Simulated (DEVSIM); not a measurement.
System: Ti/SiO2/n-Si capacitor, at 250 K.

| layer (left to right) | material | thickness (nm) | Nd (cm⁻³) |
|---|---|---|---|
| 1 | SiO2 | 41.0 | - |
| 2 | Si | 1500 | 1.4e17 |

Metal gate on the left, work function 4.33 eV. Fixed charge at the semiconductor interface 2.5e11 cm⁻² (in units of +e); no interface traps.

The device is made up for the run: typed textbook-type constants, with dimensions and the other settings drawn at random. Values at 300 K; Nc and Nv go as T^1.5, mobilities as T to minus their exponent, the gap by Varshni's rule with the affinity fixed.

| parameter | SiO2 | Si |
|---|---|---|
| gap (eV) | 9 | 1.124 |
| affinity (eV) | 0.9 | 4.05 |
| permittivity | 3.9 | 11.7 |
| Nc (cm⁻³) | - | 2.86e19 |
| Nv (cm⁻³) | - | 3.1e19 |
| Varshni α (eV/K) | - | 0.000473 |
| Varshni β (K) | - | 636 |

DEVSIM, 1D Poisson equation in equilibrium, Boltzmann statistics, complete ionisation; no quantum confinement or tunnelling. Metal contacts follow the ideal Schottky-Mott rule: no Fermi-level pinning, no interface dipoles.

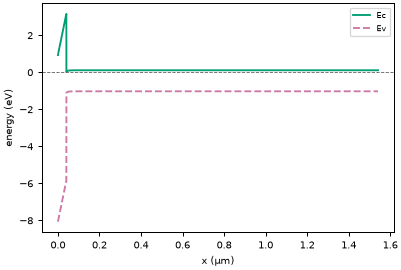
Fig. 1. Band edges at 2.5 V on the gate

Energies count from the Fermi level of the right contact; mesh points crowd at the junctions.

| x (μm) | Ec (eV) | Ev (eV) | n (cm⁻³) | p (cm⁻³) | field (V/cm) |
|---|---|---|---|---|---|
| 0.000 | 0.930 | -8.070 | < 1e2 | < 1e2 | 550000 |
| 0.001507 | 1.012 | -7.988 | < 1e2 | < 1e2 | 550000 |
| 0.004664 | 1.185 | -7.815 | < 1e2 | < 1e2 | 550000 |
| 0.01187 | 1.579 | -7.421 | < 1e2 | < 1e2 | 550000 |
| 0.02920 | 2.527 | -6.473 | < 1e2 | < 1e2 | 550000 |
| 0.03637 | 2.919 | -6.081 | < 1e2 | < 1e2 | 550000 |
| 0.03951 | 3.091 | -5.909 | < 1e2 | < 1e2 | 550000 |
| 0.04136 | 0.029 | -1.107 | 5.6e18 | < 1e2 | 180000 |
| 0.04339 | 0.055 | -1.081 | 1.7e18 | < 1e2 | 90000 |
| 0.04784 | 0.080 | -1.056 | 5.3e17 | < 1e2 | 37000 |
| 0.05848 | 0.100 | -1.036 | 2.1e17 | < 1e2 | 9000 |
| 0.09491 | 0.108 | -1.028 | 1.4e17 | < 1e2 | 210 |
| 0.1682 | 0.109 | -1.027 | 1.4e17 | < 1e2 | ≈ 0 |
| 0.3291 | 0.109 | -1.027 | 1.4e17 | < 1e2 | ≈ 0 |
| 0.8861 | 0.109 | -1.027 | 1.4e17 | < 1e2 | ≈ 0 |
| 1.261 | 0.109 | -1.027 | 1.4e17 | < 1e2 | ≈ 0 |
| 1.417 | 0.109 | -1.027 | 1.4e17 | < 1e2 | ≈ 0 |
| 1.489 | 0.109 | -1.027 | 1.4e17 | < 1e2 | ≈ 0 |
| 1.524 | 0.109 | -1.027 | 1.4e17 | < 1e2 | ≈ 0 |
| 1.534 | 0.109 | -1.027 | 1.4e17 | < 1e2 | ≈ 0 |
| 1.539 | 0.109 | -1.027 | 1.4e17 | < 1e2 | ≈ 0 |
| 1.541 | 0.109 | -1.027 | 1.4e17 | < 1e2 | ≈ 0 |
